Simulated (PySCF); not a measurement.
**C5H2F6O2, SMILES `O=C(CC(=O)C(F)(F)F)C(F)(F)F`: what the electrons do**

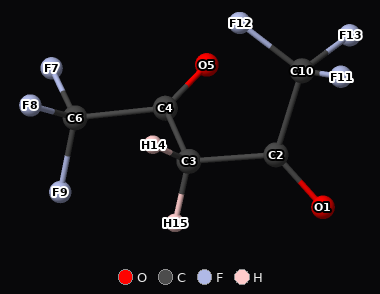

The molecule, with its atoms numbered as below. No frequency check shows the geometry to be a minimum.

Cartesian coordinates (Å):

```
O1       1.9082   -1.9443   -0.5502
C2       1.3695   -0.9963   -0.0723
C3      -0.0703   -0.9464    0.3816
C4      -0.8901    0.0525   -0.4041
O5      -0.5226    0.7529   -1.2910
C6      -2.3793    0.0557    0.0745
F7      -3.1026    0.9824   -0.5322
F8      -2.4543    0.2637    1.3965
F9      -2.9440   -1.1379   -0.1625
C10      2.1563    0.3374    0.1437
F11      3.2909    0.1029    0.8088
F12      1.4552    1.2228    0.8668
F13      2.4698    0.9127   -1.0129
H14     -0.1190   -0.6666    1.4406
H15     -0.5175   -1.9397    0.2666
```

### 1. Bonding charge

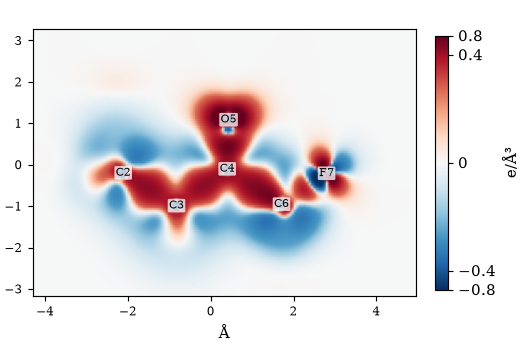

Deformation density (molecule less spherical, spin-averaged free atoms) in the plane of C2, C3, C4, O5, C6 and F7; colour scale in e/Å³, logarithmic beyond ±0.1; red: gain, blue: loss.

PySCF calculation, BLYP/def2-SVP, gas phase; geometry: GFN2-xTB.

Question: How much density has each bond in this plane gained at its critical point, relative to the free atoms?

Answer: C4–O5: +0.61 e/Å³ at the bond critical point (bond length 1.19 Å, Mayer order 2.3). C4–C6: +0.56 e/Å³ at the bond critical point (bond length 1.56 Å, Mayer order 0.8). C2–C3: +0.49 e/Å³ at the bond critical point (bond length 1.51 Å, Mayer order 1.0). C3–C4: +0.47 e/Å³ at the bond critical point (bond length 1.51 Å, Mayer order 0.9). C6–F7: +0.15 e/Å³ at the bond critical point (bond length 1.32 Å, Mayer order 1.2). In all, 3.3 electrons gather in the regions of gain relative to the promolecule.

Question: Where do the Hirshfeld charges lie?

Answer: The highest Hirshfeld charge is on C6 (+0.23 e), the lowest on O1 (−0.17 e).

```
atom  charge (e)
  O1       −0.17
  C2       +0.14
  C3       −0.08
  C4       +0.14
  O5       −0.17
  C6       +0.23
  F7       −0.06
  F8       −0.07
  F9       −0.08
 C10       +0.23
 F11       −0.08
 F12       −0.07
 F13       −0.07
 H14       +0.05
 H15       +0.06
```

### 2. Local ionisation energy

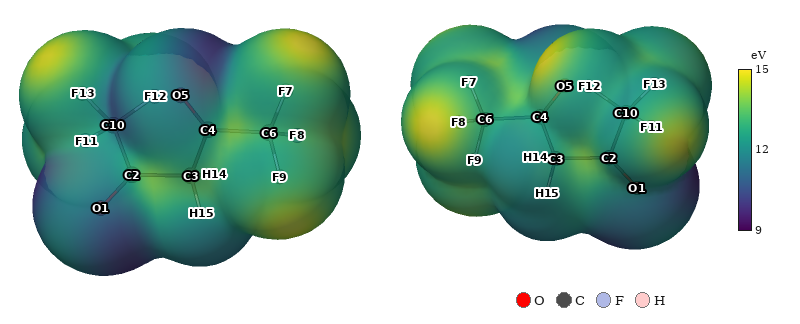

Average local ionisation energy on the surface of electron density 0.001 a.u. (back view left, front view right).

Question: Locate the minima of the map.

Answer: The lowest value is 9.6 eV, 1.8 Å from O1. Further minima include 9.6 eV, 1.8 Å from O1; 10.5 eV, 1.7 Å from O5; 11.5 eV, 1.3 Å from H15. For comparison, the highest occupied orbital lies at −6.6 eV.

Question: What volume does the surface enclose, and what is the dipole moment?

Answer: About 161 Å³; the dipole moment is 2.2 D.

### 3. In an electric field

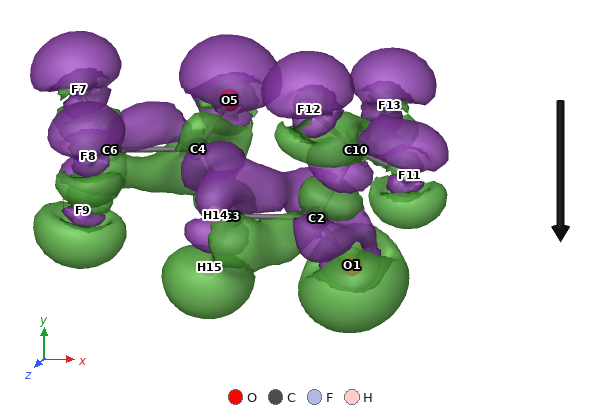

Change of the electron density in a uniform field of 0.10 V/Å along −y (arrow), surfaces at ±0.0006 e/Å³ (purple: gain, green: loss).

Computed with PySCF, HF/6-31G*, geometry: GFN2-xTB. A basis without diffuse functions makes polarisabilities too small.

The field was applied in both directions; the picture shows the one opposite to the script's first.

Question: How large is the response?

Answer: The induced dipole is 0.26 D (along the field); α along this axis, from the fields in both directions, is 52 bohr³ (7.7 Å³).

### 4. Localised orbitals

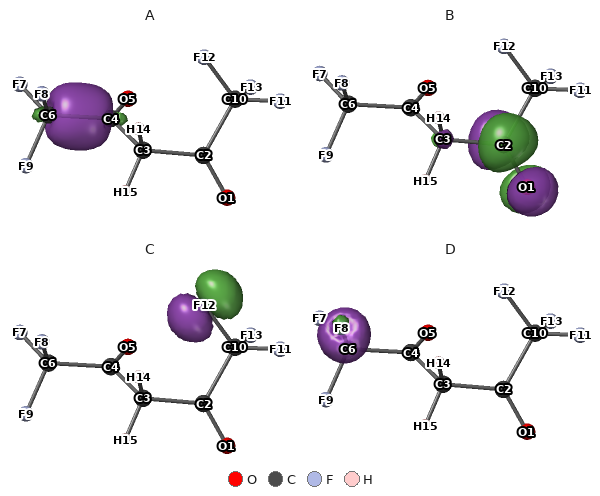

Intrinsic bond orbitals (IBO), occupied and valence-virtual; each surface holds about 80 % of the orbital's density. Energies are diagonal elements of the Fock matrix.

Computed with PySCF, TPSS/def2-SVP, geometry: GFN2-xTB.

Question: What does each orbital represent in a Lewis picture?

Answer: By panel:
- A: σ bond C6–C4 (C6 52 %, C4 48 %; −16.8 eV)
- B: π* orbital C2–O1 (C2 60 %, O1 37 %; −1.5 eV)
- C: lone pair on F12 (p-type) (F12 97 %; −11.4 eV)
- D: σ bond F8–C6 (F8 69 %, C6 31 %; −24.6 eV)

Question: How do all the valence pairs divide up?

Answer: 38 pairs: 22 lone pairs, 14 σ bonds and 2 two-centre π bonds.
